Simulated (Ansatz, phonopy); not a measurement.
# KI (Fm-3m): a volume series of phonon spectra, part 4 of 4

Wanted: mode Grüneisen parameters of KI and a free-energy fit over volumes.

What experiment has found for this phase:
- volume expansion coefficient 113.7 1e-6/K near room temperature (given in “Descriptors for thermal expansion in solids”, 2017, arXiv:1701.03966)

Ansatz 0.2.0; DFT LDA, scalar-relativistic, plane waves, PAW.

So far. Step 15 (Single point at a scaled cell, V/V0 1.085): The run ends at a pressure of -1.07 GPa. Step 16 (Phonons, V/V0 1.085): No mode is imaginary beyond numerical noise at the solved wavevectors. The highest zone-centre mode (no LO–TO term) moved by -18.1 % for a volume change of +8.5 %.

## Step 17: Mode Grüneisen parameters

This step: DFT LDA, scalar-relativistic, plane waves, PAW (phonopy 4.10.0).

Numbers from this step:

```yaml
share_of_modes_with_a_negative_grueneisen_parameter: 0.118
```

Mean Grüneisen, by row:

| T (K) | heat-capacity-weighted mean | root mean square |
| --- | --- | --- |
| 50 | 1.294 | 1.663 |
| 100 | 1.46 | 1.759 |
| 200 | 1.505 | 1.784 |
| 300 | 1.513 | 1.789 |
| 500 | 1.517 | 1.791 |
| 800 | 1.519 | 1.792 |

Mean mode Grueneisen parameter against wavenumber:

| wavenumber (cm⁻¹) | mean mode Grueneisen parameter |
| --- | --- |
| 2.4 | - |
| 17.0 | 0.875 |
| 31.6 | 0.0178 |
| 51.0 | 1.19 |
| 65.6 | 1.58 |
| 80.1 | - |
| 94.7 | - |
| 114.1 | 2.28 |
| 128.7 | 1.74 |
| 143.3 | 1.37 |

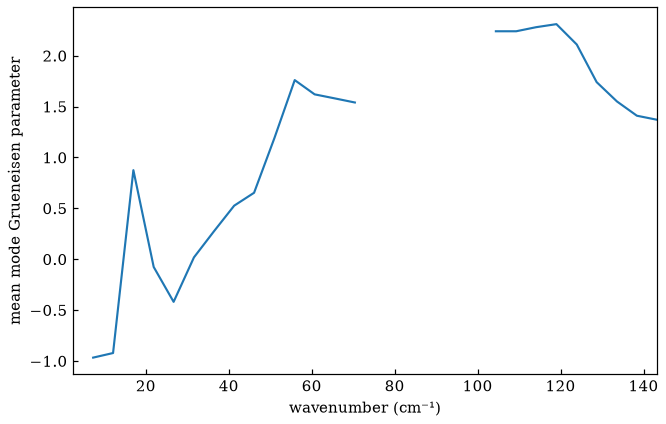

Mean mode Grueneisen parameter against wavenumber.

Volume series, by row:

| V/V0 | V (Å³/atom) | pressure (GPa) | E - E0 (meV/atom) | gap (eV) | zero-point energy (meV/atom) | lowest on the path (cm⁻¹) | highest at Gamma without the LO-TO term (cm⁻¹) |
| --- | --- | --- | --- | --- | --- | --- | --- |
| 0.98 | 38.81 | 0.34 | 0.831 | 3.924 | 16 | 0 | 120.2 |
| 1 | 39.61 | 0 | 0 | 3.869 | 15.43 | 0 | 114.9 |
| 1.02 | 40.4 | -0.302 | 0.76 | 3.817 | 14.89 | 0 | 109.7 |
| 1.04 | 41.19 | -0.569 | 2.926 | 3.768 | 14.36 | 0 | 104.8 |
| 1.06 | 41.98 | -0.807 | 6.341 | 3.721 | 13.84 | 0 | 99.9 |
| 1.085 | 42.97 | -1.066 | 12.15 | 3.665 | 13.23 | 0 | 94.04 |

Optical frequency at Gamma without the LO-TO term, mode 4 against V/V0:

| V/V0 | optical frequency at Gamma without the LO-TO term, mode 4 (cm⁻¹) |
| --- | --- |
| 0.9800 | 120 |
| 1.0000 | 115 |
| 1.0200 | 110 |
| 1.0400 | 105 |
| 1.0600 | 99.9 |
| 1.0850 | 94.0 |

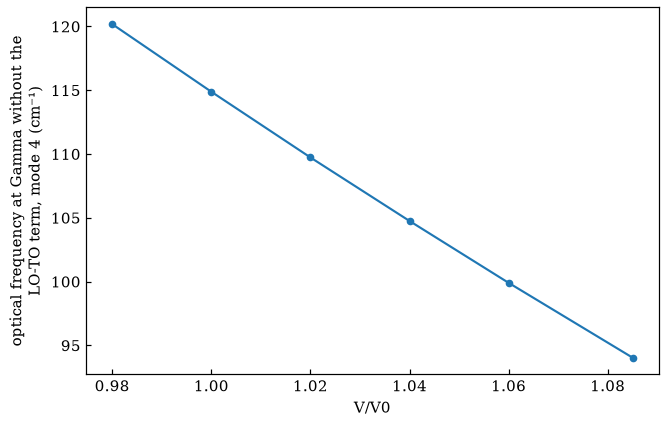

Optical frequency at Gamma without the LO-TO term, mode 4 against V/V0.

Grüneisen at points, by row:

| point | branch | frequency (cm⁻¹) | mode Grüneisen parameter |
| --- | --- | --- | --- |
| Γ | 4 | 114.9 | 2.28 |
| Γ | 6 | 146.1 | 1.36 |
| X | 1 | 27.8 | -1.42 |
| X | 3 | 47.2 | -0.79 |
| X | 4 | 118.7 | 2.35 |
| X | 6 | 124.2 | 2.37 |
| U | 1 | 43.9 | -0.8 |
| U | 2 | 44.4 | 1.16 |
| U | 3 | 53.3 | 0.96 |
| U | 4 | 112.6 | 2.32 |
| U | 5 | 121 | 2.05 |
| U | 6 | 122.6 | 2.36 |
| K | 1 | 43.9 | -0.8 |
| K | 2 | 44.4 | 1.16 |
| K | 3 | 53.3 | 0.96 |
| K | 4 | 112.6 | 2.32 |
| K | 5 | 121 | 2.05 |
| K | 6 | 122.6 | 2.36 |
| L | 1 | 58.8 | 2.18 |
| L | 3 | 70.2 | 1.52 |
| L | 4 | 102.8 | 2.21 |
| L | 6 | 138.9 | 1.37 |
| W | 1 | 40 | -0.89 |
| W | 3 | 62.5 | 1.94 |
| W | 4 | 111.6 | 1.95 |
| W | 5 | 121.6 | 2.36 |

## Step 18: Quasi-harmonic fit by phonopy

Numbers from this step:

```yaml
volume_expansion_coefficient_at_300_k: 122.1 1e-6/K
isothermal_bulk_modulus_at_300_k: 13.13 GPa
c_p_at_300_k: 26.07 J/mol-atom/K
grueneisen_parameter_at_300_k: 1.608
```

Table of energy (each curve on its own zero) by volume; values in meV/atom:

| volume (Å³/atom) | static | F at 0 K | F at 300 K | F at 600 K |
| --- | --- | --- | --- | --- |
| 38.81 | 0.83 | 2.21 | 7.01 | 13.0 |
| 39.61 | 0 | 0.81 | 3.8 | 7.49 |
| 40.40 | 0.76 | 1.02 | 2.14 | 3.49 |
| 41.19 | 2.93 | 2.66 | 1.85 | 0.82 |
| 41.98 | 6.34 | 5.56 | 2.78 | -0.69 |
| 42.97 | 12.2 | 10.8 | 5.43 | -1.13 |

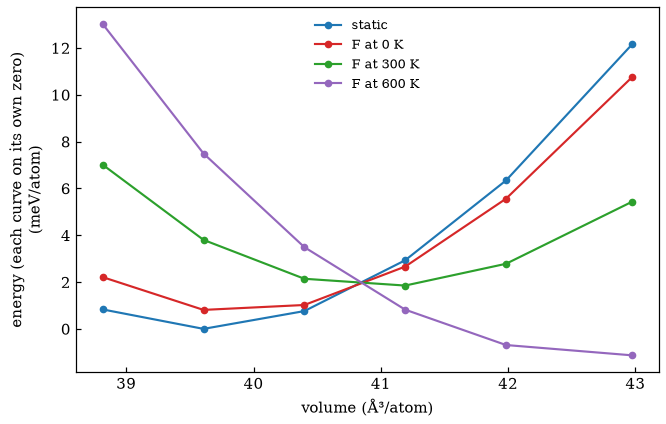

Energy (each curve on its own zero), plotted against volume.

Phonopy-qha, vinet fit of F(V) at each temperature; no electronic free energy. Qha vinet, by row:

| T (K) | fitted volume (Å³/atom) | alpha_V (1e-6/K) | B_T (GPa) | C_P (J/mol-atom/K) | Grueneisen |
| --- | --- | --- | --- | --- | --- |
| 75 | 40 | 76.84 | 15.29 | 20.21 | 1.416 |
| 100 | 40.09 | 89.41 | 15.07 | 22.32 | 1.483 |
| 125 | 40.18 | 96.94 | 14.84 | 23.46 | 1.517 |
| 150 | 40.28 | 102.2 | 14.61 | 24.17 | 1.538 |
| 175 | 40.39 | 106.2 | 14.37 | 24.66 | 1.553 |
| 200 | 40.5 | 109.8 | 14.13 | 25.03 | 1.566 |
| 225 | 40.61 | 113 | 13.88 | 25.34 | 1.577 |
| 250 | 40.73 | 116 | 13.63 | 25.6 | 1.587 |
| 275 | 40.85 | 119.1 | 13.38 | 25.84 | 1.598 |
| 300 | 40.97 | 122.1 | 13.13 | 26.07 | 1.608 |
| 325 | 41.1 | 125.2 | 12.87 | 26.3 | 1.618 |
| 350 | 41.23 | 128.4 | 12.61 | 26.52 | 1.628 |
| 375 | 41.36 | 131.7 | 12.35 | 26.75 | 1.638 |
| 400 | 41.5 | 135.1 | 12.09 | 26.98 | 1.649 |
| 425 | 41.64 | 138.7 | 11.82 | 27.22 | 1.659 |
| 450 | 41.79 | 142.5 | 11.55 | 27.47 | 1.67 |
| 475 | 41.94 | 146.5 | 11.27 | 27.73 | 1.682 |
| 500 | 42.09 | 150.8 | 11 | 28.01 | 1.693 |
| 525 | 42.26 | 155.3 | 10.72 | 28.3 | 1.705 |
| 550 | 42.42 | 160.1 | 10.44 | 28.61 | 1.718 |

The volume expansion coefficient, phonopy-qha, Vinet by temperature:

| temperature (K) | volume expansion coefficient, phonopy-qha, Vinet (1e-6/K) |
| --- | --- |
| 75 | 76.8 |
| 100 | 89.4 |
| 125 | 96.9 |
| 150 | 102 |
| 175 | 106 |
| 200 | 110 |
| 225 | 113 |
| 250 | 116 |
| 275 | 119 |
| 300 | 122 |
| 325 | 125 |
| 350 | 128 |
| 375 | 132 |
| 400 | 135 |
| 425 | 139 |
| 450 | 143 |
| 475 | 147 |
| 500 | 151 |
| 525 | 155 |
| 550 | 160 |

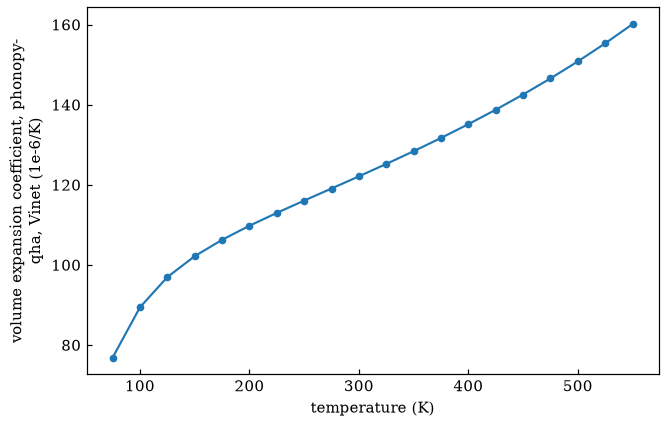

Volume expansion coefficient, phonopy-qha, Vinet, plotted against temperature.

The fit gives a volume expansion of 122 × 10⁻⁶/K at 300 K.

## Step 19: What came out

```json
{
  "volume expansion coefficient at 300 K": "122.1 1e-6/K",
  "isothermal bulk modulus at 300 K": "13.13 GPa",
  "C_P at 300 K": "26.07 J/mol-atom/K",
  "Grüneisen parameter at 300 K": "1.608",
  "mean mode Grüneisen parameter at 300 K": "1.51"
}
```

**Reading.** Near room temperature KI expands by 122 × 10⁻⁶/K in volume by LDA, with C_P = 26.1 J/(mol K) per mole of atoms and B_T = 13.1 GPa. The table stops at 550 K because beyond it the fitted volume comes within 1 % of the largest computed cell, where the fit loses its support. C_P at room temperature is 105 % of the classical 3R an atom. A measured volume expansion coefficient near room temperature is 113.7 1e-6/K (arXiv:1701.03966); the calculated 122 1e-6/K differs by +7 %. The heat-capacity-weighted Grüneisen parameter goes from 1.29 at 50 K to 1.52 at 800 K; 12 % of the modes stiffen on expansion. Weighting γ by the density of states and each mode's heat capacity at 300 K, modes below 50 cm⁻¹ give about 6 % of the sum of γC that drives the expansion, those up to 100 cm⁻¹ 25 % and the rest 69 %. Among the labelled points γ is largest for branch 6 at X (124 cm⁻¹, 2.4) and most negative for branch 1 at X (27.8 cm⁻¹, -1.4). The PAW files were made for PBE and are used here under another functional, for which the program regenerates the frozen cores.

[Logs are printed without paths, hosts, clocks, repeated set-up lines and the standing remarks that a program may print on its own settings, such as how far it seeks lower states.]

[Hosts, paths, dates, database ids (printed as entryN), source tags and the programs' standing remarks are cut or masked in the printed files.]

[A step with changed settings may run another functional than the one named; its input shows which.]

[Of the runs on displaced cells, only some may be shown.]
